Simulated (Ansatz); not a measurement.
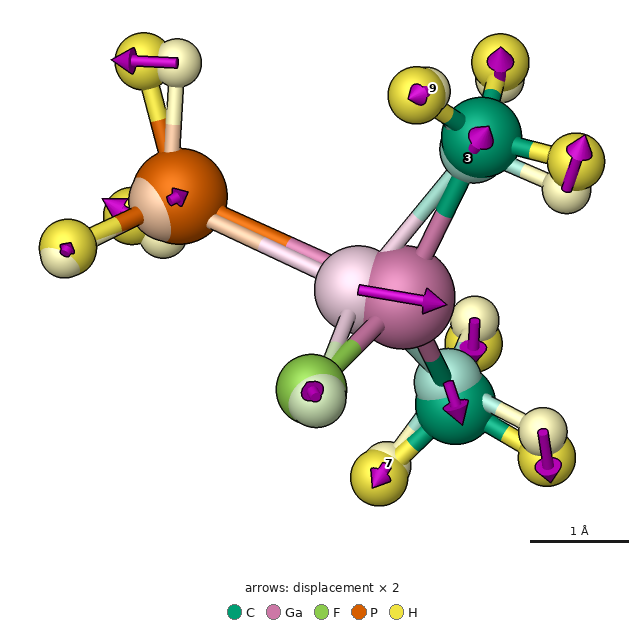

A relaxation of C$_{2}$H$_{9}$FGaP (coarse preliminary run). The starting structure is drawn faded, the final one solid; purple arrows show the displacements, 2 times their true length. The two geometries are superimposed by the best rigid fit.

A ball-and-stick model, seen from a free direction.

The start comes from a force field.

Level of theory: RKS PBE-D4/def2-SVP in Ansatz. Set-up: force threshold 0.03 eV/Å; at most 200 steps.

What did the optimiser do to the structure, and how much energy did it gain?

Answer. Over 6 geometry steps the energy falls by 96.5 kJ/mol. The largest force component goes from 2.5 to 0.02 eV/Å. The largest move after the best rigid fit is that of the Ga atom, 0.47 Å. By element the largest moves are Ga 0.47 Å, H 0.37 Å, C 0.25 Å, F 0.16 Å, P 0.12 Å. Among the contacts that change: Ga–P 2.302 → 2.695 Å, C–H 1.162 → 1.109 Å, H–P 1.377 → 1.429 Å, C–Ga 1.934 → 1.979 Å. Among the angles between lasting bonds that change: C–Ga–C 108.3° → 130.8°, F–Ga–P 108.8° → 90.0°, Ga–P–H 107.6° → 124.3°. The run took 14 s on 4 threads of Intel Xeon Platinum 8259CL @ 2.50GHz, on a shared host.
